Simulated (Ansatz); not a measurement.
## Fields on a plane of VBiO4 (scheelite type, space group I4_1/a)

```yaml
crystal:
  lattice:
    - [-2.58313, 2.58313, 5.88971]
    - [2.58313, -2.58313, 5.88971]
    - [2.58313, 2.58313, -5.88971]
  atoms:
    - { symbol: Bi, position: [0.75000, 0.25000, 0.50000] }
    - { symbol: Bi, position: [0.00000, 0.00000, 0.00000] }
    - { symbol: V, position: [0.25000, 0.75000, 0.50000] }
    - { symbol: V, position: [0.50000, 0.50000, 0.00000] }
    - { symbol: O, position: [0.07894, 0.96643, 0.38920] }
    - { symbol: O, position: [0.57723, 0.68974, 0.61080] }
    - { symbol: O, position: [0.71643, 0.82723, 0.38749] }
    - { symbol: O, position: [0.43974, 0.32894, 0.61251] }
    - { symbol: O, position: [0.67106, 0.28357, 0.11080] }
    - { symbol: O, position: [0.17277, 0.56026, 0.88920] }
    - { symbol: O, position: [0.03357, 0.42277, 0.11251] }
    - { symbol: O, position: [0.31026, 0.92106, 0.88749] }
```

The slice is a (001) plane (indices of the conventional cell) through the point (0.671, 0.284, 0.111) (fractional), spanned by u = [101] and v = [011] in vectors of this cell: u (5.17 Å) and v (5.17 Å, at 90° to u). It covers one period; positions are fractions (u, v).

Atoms on it: O at (0.00, 0.00); O at (0.50, 0.28). Other atoms lie within 1 Å of the plane.

These are PBE (plane waves to 420 eV, PAW, scalar-relativistic; Ansatz, an electronic-structure program) values and carry that method's errors. k mesh 7×7×7. These are valence fields of a PAW run, semicore shells included where kept as valence: close to a nucleus they are smooth pseudo fields. Spin-orbit coupling is left out, though Bi is heavy. This is one of several known forms of VBiO4; the measured ambient cells at hand have space group No. 15 or 60. VBiO4 is run without spin polarisation. VBiO4 was relaxed with its symmetry unable to fall.

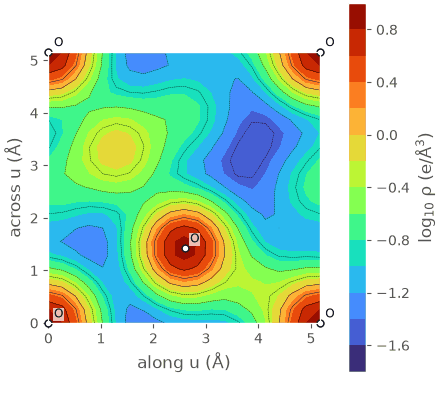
Figure. Log₁₀ of the valence density in e/Å³, one period of the plane, atoms marked. The scale is logarithmic, as a density can span decades between atoms and voids.

```
v \ u  0.00  0.10  0.20  0.30  0.40  0.50  0.60  0.70  0.80  0.90
-----  ----  ----  ----  ----  ----  ----  ----  ----  ----  ----
0.90   0.82  0.79  0.22  0.05  0.07  0.11  0.06  0.03  0.39  0.81
0.80   0.43  0.19  0.18  0.19  0.15  0.31  0.19  0.03  0.06  0.34
0.70   0.06  0.19  0.41  0.39  0.17  0.20  0.18  0.04  0.01  0.03
0.60   0.16  0.18  0.41  0.43  0.21  0.07  0.04  0.02  0.03  0.14
0.50   0.31  0.16  0.24  0.24  0.13  0.22  0.17  0.04  0.04  0.21
0.40   0.18  0.10  0.07  0.15  0.71  0.83  0.78  0.31  0.03  0.08
0.30   0.04  0.03  0.03  0.47  0.82     x  0.81  0.46  0.04  0.03
0.20   0.52  0.33  0.04  0.33  0.83  0.73  0.79  0.16  0.07  0.21
0.10   0.80  0.82  0.25  0.05  0.51  0.68  0.35  0.09  0.12  0.74
0.00      x  0.82  0.50  0.03  0.03  0.05  0.04  0.04  0.37  0.80
```

Values: electron localisation function (ELF). Points within 0.3 Å of a nucleus are blanked (x), as the pseudised field means little there.
